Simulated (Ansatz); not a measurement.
## InP (F-43m): the HSE06 gap against the k mesh of the hybrid

Aim: see how gap, energy and time of InP (F-43m) follow the k mesh of the hybrid.

Method: DFT, HSE06, plane waves, PAW; PAW set soft_1, in Ansatz 0.2.0.

## Step 1: Set-up

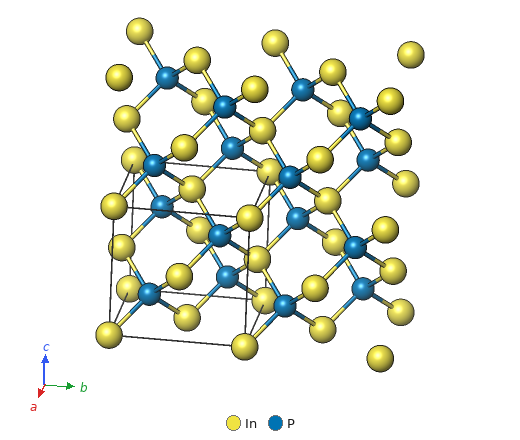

Start, viewed slightly off an axis; indium yellow, phosphorus blue. 1×2×2 cells are drawn. This picture shows the conventional cell, with its axes. Bonds to atoms that aren't drawn are left out. Some periodic images of atoms are drawn too.

The cell and positions come from the Crystallography Open Database and are kept as given unless a step says otherwise.

## Step 2: k mesh of the hybrid: 2×2×2

Contents of input.yaml:

```yaml
crystal:
  lattice:
    - [0.0, 2.93435, 2.93435]
    - [2.93435, 0.0, 2.93435]
    - [2.93435, 2.93435, 0.0]
  atoms:
    - { symbol: In, position: [0.0, 0.0, 0.0] }
    - { symbol: P, position: [0.25, 0.25, 0.25] }
kpoints:
  mp_grid: { grid: [2, 2, 2] }
  band_path:
    path:
      - [0.0, 0.0, 0.0]
      - [-0.5, -0.5, 0.0]
      - [-0.375, -0.375, 0.25]
      - [-0.375, 0.0, 0.375]
      - [0.0, 0.0, 0.5]
      - [-0.5, -0.25, 0.25]
    npoints: 1
hamiltonian:
  xc: hse06
  pseudopotentials: { kind: paw, azcp: { folder: soft_1 } }
scf:
  occupations: { method: fixed }
  n_extra_bands: 4
output:
  eigenvalues: true
```

The run is started by

```console
$ ansatz run input.yaml --threads 3 --pin off --max-ram 92160MiB --backend cuda --events-out ev --progress --plain --runs-dir out --devices 1 --max-vram 13GiB
```

Numbers of over 12 decimals in the logs are rounded to 6 here.

The program printed:

```text
scf.n_extra_bands = 4 over 9 filled bands (N_el = 18.0): the run solves 13 bands
exact exchange: scf.exx.singularity resolves to wigner_seitz, which cuts the screened interaction at the faces of the exchange supercell's Wigner-Seitz cell, so that each pair interacts once, at the shortest of its separations (the periodic images that this leaves out come, for a point-like exchange hole, to about 0.078 eV on a filled level). The cut falls within the interaction's reach, and what an exchange supercel [...]
GPUs: using 1 of 1 available (devices: 1).
Engine: ansatz 0.2.0, x86_64-unknown-linux-gnu
Pseudopotentials: kind: paw
Pseudopotential: In, paw, valence charge 13, recommended cutoff 420 eV (normal), soft_1/In.paw.azcp
Pseudopotential: P, paw, valence charge 5, recommended cutoff 420 eV (normal), soft_1/P.paw.azcp
Functional definition: HSE06
  parameter a = 0.25
  parameter omega = 0.11/bohr
  exchange = pbe_x - a*pbe_x_sr(omega) + a*exact_x_sr(omega)
  correlation = pbe_c
davidson cushion auto → on  (no smearing: the cushion is to keep the highest requested band from converging to the state above it; pin scf.eigensolver.cushion to override)
device memory: the entry about to start is reckoned to put 0.8 GiB on a device that reports 42.9 GiB free (of which the cap on the GPU budget leaves the run 13.0 GiB)
GPU FFT provider: cuFFT
GPU libraries: cuBLAS 13.8.2, cuFFT 12.4.0, cuSOLVER 12.3.4
Crystal: 2 atoms, lattice volume = 50.532 Å³
Basis set: ecut = 420 eV, 965 PW (Γ)
Bands: 13, of which v1, the nominal top of the filled ones, is band 9 counted from 1 (8 counted from 0)
Symmetry: 24 space group operations
Space group: F-43m (ITA 216), of the structure as read, at distance tolerance 3.7e-5 Å
k-points: 3 of 8
Non-local potential: In, projectors of the file, l = 0: 2, l = 1: 2, l = 2: 2, l = 3: 1
Non-local potential: P, projectors of the file, l = 0: 2, l = 1: 2, l = 2: 1
PAW form: soft (Blöchl's): semilocal exchange-correlation on the pseudo side does not see the compensation charge
PAW frozen core: In, regenerated for the run's functional, and the local potential with it (the file was generated under x = pbe(κ = 0.804, μ = 0.219515), c = pbe(β = 0.066725))
PAW frozen core: P, regenerated for the run's functional, and the local potential with it (the file was generated under x = pbe(κ = 0.804, μ = 0.219515), c = pbe(β = 0.066725))
PAW one-centre angular grid: In, 590 points (default); XC on 64 Gauss nodes
PAW one-centre angular grid: P, 110 points (default); XC on 64 Gauss nodes
Initial density: superposition of atomic densities (chi_scale 0.1, normalization cell, long waves kept (reshape's long-wave potential 0.00 eV rms))
Initial wavefunctions: pseudopotential atomic-orbital guess
GPU buffer pool allocated for 27000 grid points (all kernels)
GPU transforms: local potential and band sums: pruned to the plane-wave sphere, on 25×27×27
Functional: x = pbe(κ = 0.804, μ = 0.219515), c = pbe(β = 0.066725), warm-up for x = pbe(κ = 0.804, μ = 0.219515) + 0.25 (exact − pbe) at short range (hse, ω = 0.207870 Å⁻¹), c = pbe(β = 0.066725); HSE06 as pw.x's `hse` composes it (authors' and Libxc's form: `xc: wpbeh`)
SCF iter   1: F=—  HF=-6352.702719 eV  |F-HF|=—  |Δ(HF+E_count)|=         —  Δρ=4.63e-2  dr2=1.79e0  ethr=1.00e-1  ⟨swp⟩=5.7  Hψ=132  notcnv=0
preconditioner: auto → none  [insulator: Δε(μ)=0.973 eV  Ē_g=14.436 eV  n_scr=14 (ndim 8)  ℏωp=22.2 eV  f_vac=0.000]
iter 2 solved again at ethr=9.75e-4 eV; its pass at ethr=9.95e-3 eV (dr2=1.76e-1 eV) is discarded
SCF iter   2: F=—  HF=-6352.244934 eV  |F-HF|=—  |Δ(HF+E_count)|=   4.58e-1  Δρ=2.11e-2  dr2=1.71e-1  ethr=9.75e-4  ⟨swp⟩=3.3  Hψ=201  notcnv=0
SCF iter   3: F=—  HF=-6352.232999 eV  |F-HF|=—  |Δ(HF+E_count)|=   1.19e-2  Δρ=8.11e-3  dr2=2.54e-2  ethr=9.52e-4  ⟨swp⟩=2.3  Hψ=91  notcnv=0
SCF iter   4: F=—  HF=-6352.238531 eV  |F-HF|=—  |Δ(HF+E_count)|=   5.53e-3  Δρ=1.29e-3  dr2=4.49e-4  ethr=1.41e-4  ⟨swp⟩=4.0  Hψ=106  notcnv=0
[...]
Frozen-core exchange: fock
SCF iter   1: F=—  HF=-6356.839760 eV  |F-HF|=—  |Δ(HF+E_count)|=         —  Δρ=4.78e-3  dr2=7.41e-3  ethr=1.69e-7  ⟨swp⟩=8.7  Hψ=271  notcnv=0
preconditioner: auto → none  [insulator: Δε(μ)=1.692 eV  Ē_g=16.835 eV  n_scr=14 (ndim 8)  ℏωp=22.2 eV  f_vac=0.066]
SCF iter   2: F=—  HF=-6356.837385 eV  |F-HF|=—  |Δ(HF+E_count)|=   2.37e-3  Δρ=1.10e-3  dr2=1.08e-3  ethr=1.69e-7  ⟨swp⟩=5.0  Hψ=178  notcnv=0
SCF iter   3: F=—  HF=-6356.842183 eV  |F-HF|=—  |Δ(HF+E_count)|=   4.80e-3  Δρ=8.02e-4  dr2=2.17e-4  ethr=1.69e-7  ⟨swp⟩=5.3  Hψ=181  notcnv=0
SCF iter   4: F=—  HF=-6356.842124 eV  |F-HF|=—  |Δ(HF+E_count)|=   5.85e-5  Δρ=8.65e-5  dr2=8.55e-6  ethr=1.69e-7  ⟨swp⟩=3.7  Hψ=129  notcnv=0
SCF iter   5: F=-6356.842194 eV  HF=-6356.842195 eV  |F-HF|=1.29e-6  |Δ(HF+E_count)|=   7.09e-5  Δρ=7.86e-5  dr2=2.06e-6  ethr=1.19e-8  ⟨swp⟩=5.0  Hψ=159  notcnv=0
SCF 2 stopped early in 5 iterations: F = -6356.842194 eV  dr2 = 2.06e-6
  greatest PAW one-centre occupation: 0.983 electrons in one spin orbital (limit 2), on the In atom at site 0 (counted from 0), in its partial waves of l = 2
hybrid outer 1: dexx = +5.417e-3 eV, tail = 1.15e-5 eV
GPU FFT provider: cuFFT
GPU libraries: cuBLAS 13.8.2, cuFFT 12.4.0, cuSOLVER 12.3.4
GPU buffer pool allocated for 27000 grid points (all kernels)
GPU transforms: local potential and band sums: pruned to the plane-wave sphere, on 25×27×27
Exchange kernel: α = 0.2500, screened, ω = 0.2079 Å⁻¹, Wigner–Seitz truncation, v(0) = 740.2742 eV·Å³, q-mesh 2×2×2, nearest image of the exchange supercell L = 8.30 Å, pair-density grid 15×15×15, without the augmentation charges, whose exchange is taken in its separable form by FFT convolution over the k-point mesh (sized by the pseudopotential files, 24×24×24 at the most), smooth part of the exact exchange by density-matrix convolution in up to 197.6 MiB of GPU memory as planned if the GPU has room (build and FFT work areas not counted)
Frozen-core exchange: fock
SCF iter   1: F=—  HF=-6356.842037 eV  |F-HF|=—  |Δ(HF+E_count)|=         —  Δρ=4.01e-5  dr2=5.85e-7  ethr=3.20e-7  ⟨swp⟩=2.3  Hψ=91  notcnv=0
preconditioner: auto → none  [insulator: Δε(μ)=1.722 eV  Ē_g=16.792 eV  n_scr=14 (ndim 8)  ℏωp=22.2 eV  f_vac=0.066]
iter 2 solved again at ethr=6.73e-11 eV; its pass at ethr=2.73e-9 eV (dr2=1.21e-8 eV) is discarded
SCF iter   2: F=-6356.842038 eV  HF=-6356.842038 eV  |F-HF|=6.74e-9  |Δ(HF+E_count)|=   1.80e-7  Δρ=9.22e-6  dr2=4.43e-8  ethr=6.73e-11  ⟨swp⟩=2.7  Hψ=248  notcnv=0  defer=1
SCF 3 converged in 2 iterations: F = -6356.842038 eV  dr2 = 4.43e-8
hybrid outer 2: dexx = +2.020e-7 eV, tail = 1.25e-7 eV, Δε = 7.87e-4 eV (about 1.09e-4 eV left of the loop's levels)
device memory: the entry about to start is reckoned to put 0.3 GiB on a device that reports 33.6 GiB free (of which the cap on the GPU budget leaves the run 13.0 GiB)
NSCF: frozen V_eff on 6 k-points
hybrid SCF converged: 2 outer / 7 inner (+6 warm-up), last move |dexx| = 2.02e-7 eV, tail = 1.25e-7 eV
Stability not checked: this state was not tested for a lower state beside it, because the functional holds exact exchange (a hybrid, or Hartree-Fock), whose exchange loop this test does not read (fock_operator; see scf.lower_state_search)
Free energy (F): -6356.842038 eV
Frozen-core exchange: fock
Harris-Foulkes:  -6356.842038 eV  (|F-HF|=6.74e-9)
Internal energy: -6356.842038 eV  (E = F + TS)
E sigma→0 (E₀):  -6356.842038 eV
Fermi energy:    6.762325 eV
--- Per-component energies (eV) ---
  E_band       = -77.085932
  E_kinetic    = 292.329438
  E_local      = -1337.009750  (includes V_loc(G=0)·N_el)
  E_nonlocal   = 358.050415
  E_hartree    = 539.427739
  E_xc         = -173.033032
  E_vxc        = -121.032056  (∫ρ·V_xc dr)
  E_exx        = -40.801044  (= α·E_x^exact, valence–valence)
  E_paw        = -4777.134874  (= ΣΔE_a)
  E_vpaw       = -266.677808  (= ΣTr[D̂ρ^β])
  E_aug_tail   = 0.000158  (compensation charges beyond the density's cutoff)
  E_ewald      = -1219.106662
  E_core_change = 0.435575  (= ΣΔE_core)
  E_smearing   = -0.000000  (= −TS)
  E_closure    = -0.000000  (closes the sum)
  Σ components = -6356.842038   (vs F -6356.842038, Δ=9.09e-13)
--- Band table (eV) ---
  k-point 0: bands = [... 5 lower, -5.7867, 6.7623, 6.7623, 6.7623, 8.4846, 11.6414, 11.6414, 11.6414]
  k-point 1: bands = [... 5 lower, -3.9098, 0.6081, 5.7066, 5.7066, 9.1414, 12.3841, 12.3841, 14.8478]
  k-point 2: bands = [... 5 lower, -3.1627, 0.5496, 4.2532, 4.2532, 9.1898, 9.8460, 17.3032, 17.6257]
```

Wall time 12 s (1 × NVIDIA H100 80GB HBM3 (shared by 6 runs) with 3 threads of AMD EPYC 7R13 (Zen 3), shared host); peak memory 1 GiB; 9.4 s of CPU time.

This step gave:

| Item | Value |
| --- | --- |
| gap | 1.722 eV |
| valence top at | Γ |
| conduction bottom at | Γ |
| least direct gap | 1.722 eV |
| exact-exchange fraction | 0.25 |

The gap is direct, at Γ.

## Step 3: k mesh of the hybrid: 4×4×4

input.yaml, as its differences from that of step 2:

```diff
@@ -9,3 +9,3 @@
 kpoints:
-  mp_grid: { grid: [2, 2, 2] }
+  mp_grid: { grid: [4, 4, 4] }
   band_path:
```

The program printed:

```text
[...]
GPUs: using 1 of 1 available (devices: 1).
[...]
GPU FFT provider: cuFFT
GPU libraries: cuBLAS 13.8.2, cuFFT 12.4.0, cuSOLVER 12.3.4
Crystal: 2 atoms, lattice volume = 50.532 Å³
Basis set: ecut = 420 eV, 965 PW (Γ)
Bands: 13, of which v1, the nominal top of the filled ones, is band 9 counted from 1 (8 counted from 0)
[... 1 set-up line as in the run before ...]
[...]
k-points: 8 of 64 (time reversal used)
[...]
Internal energy: -6358.484187 eV  (E = F + TS)
E sigma→0 (E₀):  -6358.484187 eV
Fermi energy:    6.580454 eV
[...]
--- Band table (eV; the first three rows and the last of 8) ---
  k-point 0: bands = [... 5 lower, -6.1100, 6.5805, 6.5805, 6.5805, 8.0893, 11.4944, 11.4944, 11.4944]
  k-point 1: bands = [... 5 lower, -5.3796, 2.9130, 5.9818, 5.9818, 9.1673, 12.2399, 12.2399, 12.8172]
  k-point 2: bands = [... 5 lower, -4.2493, 0.3627, 5.5262, 5.5262, 8.8461, 12.2291, 12.2291, 14.6105]
  k-point 7: bands = [... 5 lower, -3.4585, 0.5422, 3.3796, 3.4543, 11.6228, 11.9697, 13.0710, 13.6134]
[key lines of the parts left out:]
Free energy (F): -6358.484187 eV
```

Wall time 9.5 s (1 × NVIDIA H100 80GB HBM3 (shared by 6 runs) with 3 threads); peak memory 1 GiB.

This step gave:

| Quantity | Value |
| --- | --- |
| gap | 1.509 eV |
| valence top at | Γ |
| conduction bottom at | Γ |
| least direct gap | 1.509 eV |

The gap is 1.509 eV, −0.213 eV from the run before at this level.

## Step 4: k mesh of the hybrid: 6×6×6

input.yaml, as its differences from that of step 3:

```diff
@@ -9,3 +9,3 @@
 kpoints:
-  mp_grid: { grid: [4, 4, 4] }
+  mp_grid: { grid: [6, 6, 6] }
   band_path:
```

The program printed:

```text
[...]
GPUs: using 1 of 1 available (devices: 1).
[...]
GPU FFT provider: cuFFT
GPU libraries: cuBLAS 13.8.2, cuFFT 12.4.0, cuSOLVER 12.3.4
Crystal: 2 atoms, lattice volume = 50.532 Å³
Basis set: ecut = 420 eV, 965 PW (Γ)
Bands: 13, of which v1, the nominal top of the filled ones, is band 9 counted from 1 (8 counted from 0)
[... 1 set-up line as in the run before ...]
[...]
k-points: 16 of 216 (time reversal used)
[...]
Internal energy: -6358.569939 eV  (E = F + TS)
E sigma→0 (E₀):  -6358.569939 eV
Fermi energy:    6.564715 eV
[...]
--- Band table (eV; the first three rows and the last of 16) ---
  k-point 0: bands = [... 5 lower, -6.1440, 6.5647, 6.5647, 6.5647, 8.0389, 11.4792, 11.4792, 11.4792]
  k-point 1: bands = [... 5 lower, -5.8062, 4.2963, 6.2394, 6.2394, 9.1295, 11.8924, 11.9504, 11.9504]
  k-point 2: bands = [... 5 lower, -4.9328, 1.6321, 5.7248, 5.7248, 8.9800, 12.2938, 12.2938, 13.7983]
  k-point 15: bands = [... 5 lower, -3.5173, 0.4755, 3.5140, 3.5663, 10.5433, 11.0455, 14.3489, 14.6206]
[key lines of the parts left out:]
Free energy (F): -6358.569939 eV
```

Elapsed: 18 s, on 1 × NVIDIA H100 80GB HBM3 (shared by 6 runs) with 3 threads; peak memory 1.2 GiB; 20 s of CPU time.

Numbers from this step:

- gap: 1.474 eV
- valence top at: Γ
- conduction bottom at: Γ
- least direct gap: 1.474 eV

The gap is 1.474 eV, −0.035 eV from the run before at this level.

## Step 5: The series

Differences are against the last row; a negative gap means that bands overlap, and a run with a band path holds that path's time. Times are wall times on 1 × NVIDIA H100 80GB HBM3 (shared by 6 runs) with 3 threads of AMD EPYC 7R13 (Zen 3), shared host, good to a factor of about two.

| k mesh of the hybrid | gap (eV) | direct gap (eV) | gap error (eV) | energy error (meV/atom) | irreducible k | time |
| --- | --- | --- | --- | --- | --- | --- |
| 2×2×2 | 1.722 | 1.722 | +0.248 | +864.0 | 3 | 12 s |
| 4×4×4 | 1.509 | 1.509 | +0.035 | +42.9 | 8 | 9.5 s |
| 6×6×6 | 1.474 | 1.474 | +0.000 | +0.0 | 16 | 18 s |

## Step 6: Results

```json
{"2×2×2": "1.722 eV", "4×4×4": "1.509 eV", "6×6×6": "1.474 eV"}
```

**Reading.** The gap holds to 0.02 eV from 6×6×6 on, the last run itself, so the series does not show convergence. At 2×2×2 the gap is off by +0.248 eV and the energy by +864 meV/atom. The gap is read over the mesh and added points near the edges, so meshes differ mainly through the density and, for a hybrid, the exchange operator.

[Paths, hosts, dates, memory and timing lines, banners, echoed tables and standing remarks are left out of the program output.]

[Logs are printed without paths, hosts, clocks, repeated set-up lines and the standing remarks that a program may print on its own settings, such as how far it seeks lower states.]

[Runs of the session that timed out or met a known fault of the program may be left out.]

[Cells called generated may have been cut or substituted from an entry of the Crystallography Open Database or the Materials Project.]

[Hosts, paths, dates, database ids (printed as entryN), source tags and the programs' standing remarks are cut or masked in the printed files.]
